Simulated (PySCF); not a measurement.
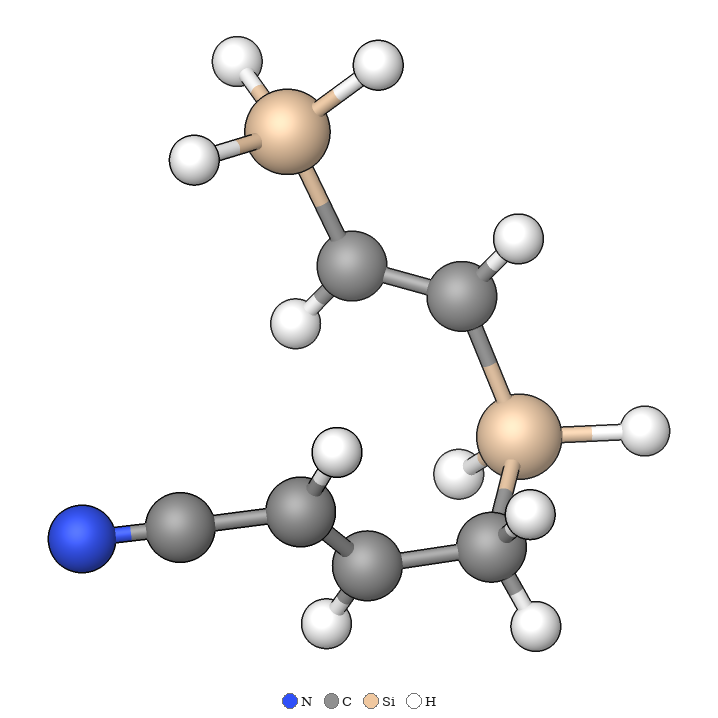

Ball-and-stick drawing of a structure.

The computed structure is the end point of a PBE0-D3(BJ)/def2-SVP optimisation. No frequency run is at hand to confirm it as a minimum.

Question: What is the molecular formula?

Answer: C₆H₁₁NSi₂, 20 atoms: 6 carbon, 11 hydrogen, 1 nitrogen and 2 silicon.

Question: What is its SMILES?

Answer: N#C/C=C/C[SiH2]/C=C/[SiH3]

Question: Give the symmetry (Schoenflies symbol).

Answer: C1.

Question: Name some functional groups or characteristic bonds that it holds.

Answer: Among them: nitrile, alkene, Si–H bond.

More results for the same structure follow; atom numbers are the same in all pictures, views and colours differ.

**Dipole moment**

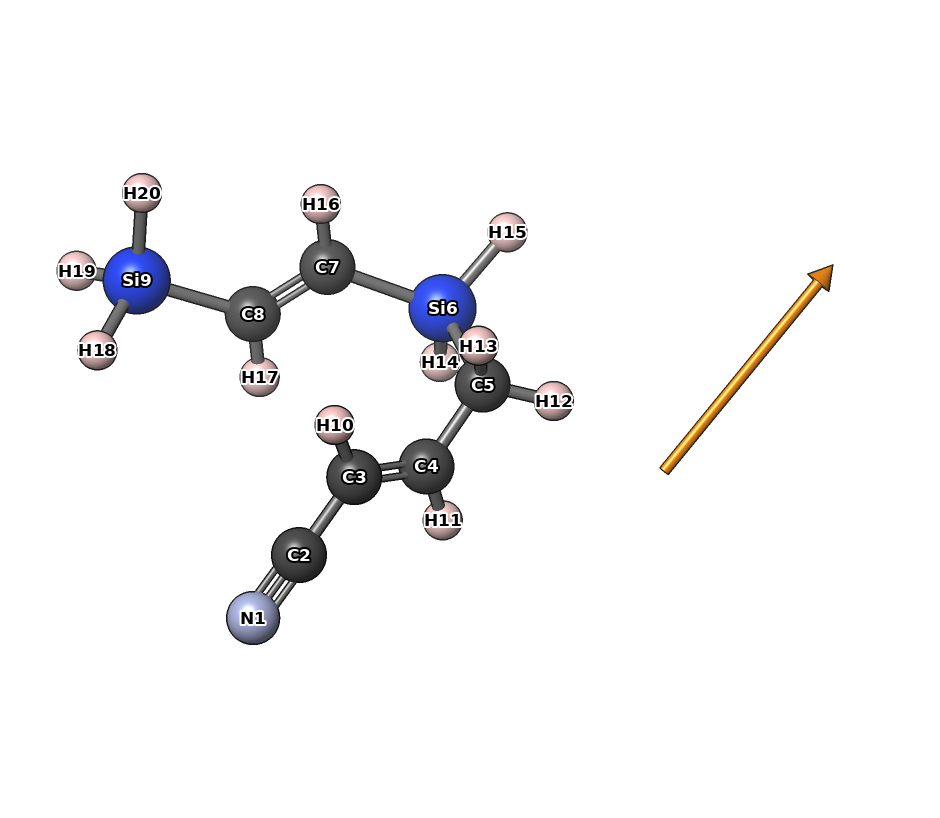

The arrow beside the molecule shows the direction of the dipole moment, from the negative to the positive end (its length means nothing). No frequency run is at hand to confirm it as a minimum. Level of theory: PBE0/pcSseg-1, gas phase (PySCF 2.14.0).

Question: How large is the dipole moment?

Answer: 4.74 D; it points from the side of N1 to the side of H15 (the outermost atoms at the two ends).

**NMR shielding**

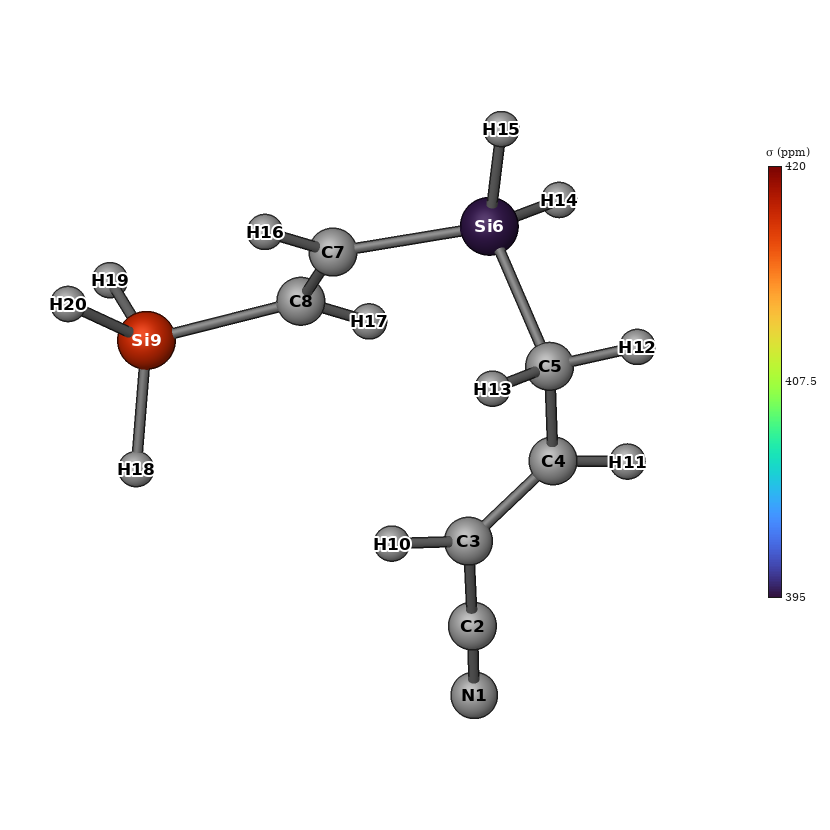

Atoms are coloured by their isotropic NMR shieldings (Si only, the others grey). No frequency run is at hand to confirm it as a minimum. Level of theory: GIAO PBE0/pcSseg-1 NMR shielding, non-relativistic, IEF-PCM dimethylsulfoxide (PySCF 2.14.0).

List the isotropic NMR shieldings of the Si atoms.

```csv
atom,σ (ppm)
Si6,395.3
Si9,417.2
```

**Excitation**

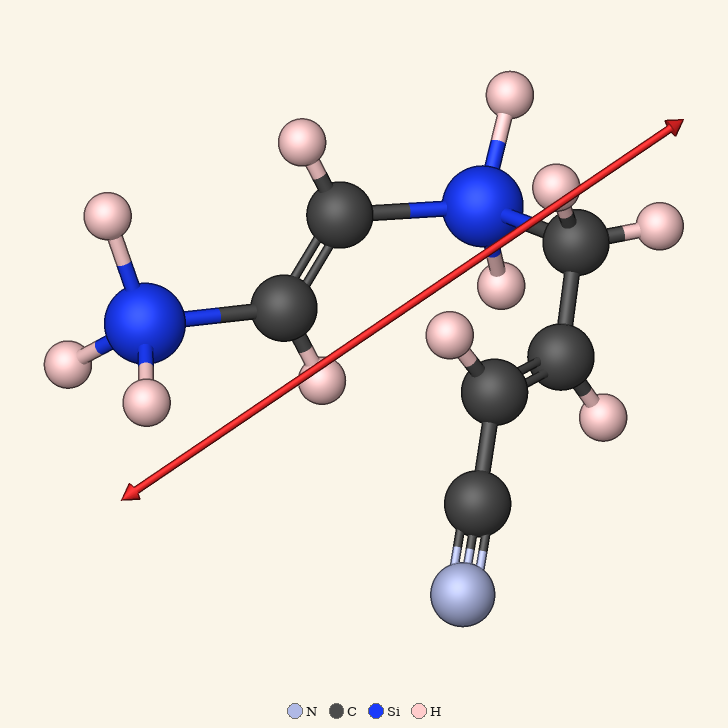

The double arrow shows the direction of the transition dipole to excited singlet state 7 (its length means nothing). No frequency run is at hand to confirm it as a minimum. Level of theory: TDDFT B3LYP/def2-SVPD, vertical, gas phase, core orbitals frozen in the response (PySCF 2.14.0).

Question: Give its energy, strength and character.

Answer: 6.35 eV (195 nm), oscillator strength 0.44, mainly HOMO−1 → LUMO+1 (weight 0.68); transition dipole 4.25 D.

**Quadrupole coupling**

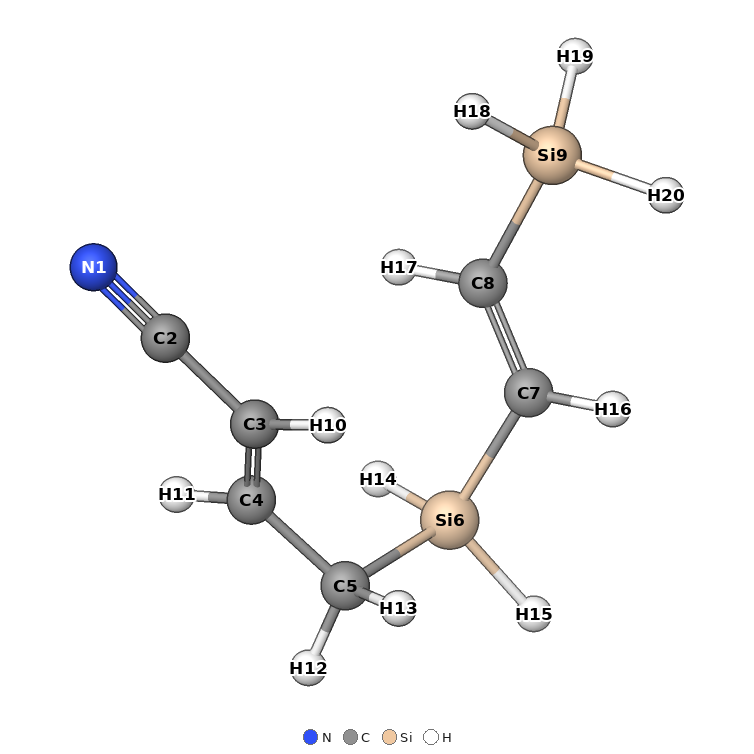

No frequency run is at hand to confirm it as a minimum. Electric field gradients from the ground-state density, PBE0/pcSseg-1 in acetone (IEF-PCM) (PySCF 2.14.0), non-relativistic apart from any core potentials.

Give the largest field-gradient component, the quadrupole coupling constant and the asymmetry for 14N at N1 (Q = 20.44 mb), 2H at H10 (Q = 2.86 mb), 2H at H11 (Q = 2.86 mb).

```tsv
atom	V_zz (a.u.)	e²qQ/h (MHz)	η
N1	−0.829	−3.98	0.20
H10	0.295	0.199	0.11
H11	0.289	0.194	0.05
```
